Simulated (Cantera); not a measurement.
Charge: 1 mol MgO, a varied amount of C, 1.2 mol H₂, equilibrated at 2250 K and 6.60 mbar.

Method: chemical equilibrium by Gibbs-energy minimisation in Cantera with the NASA 1993 tables (ideal gas, pure condensed phases). Candidate condensed phases: C, C₆H₆, C₇H₈, C₈H₁₈, H₂O, Mg, MgCO₃, MgO, Mg(OH)₂; 116 gas species. The tables' values for MgH are old estimates; treat these amounts as uncertain. Rates play no part.

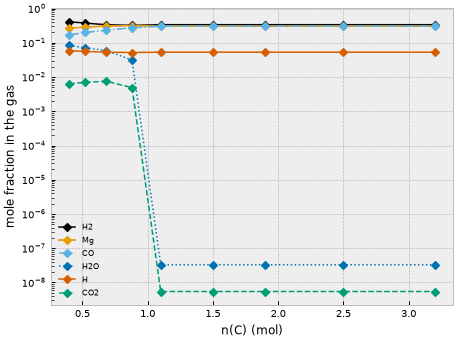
Figure: Equilibrium gas composition (values under 1e-9 drawn at 1e-9)

Q: Read off the mole fractions at 0.4 mol C.

A: H₂ about 0.41, Mg about 0.27, CO about 0.17, H₂O about 0.084, H about 0.059, CO₂ about 0.0063.
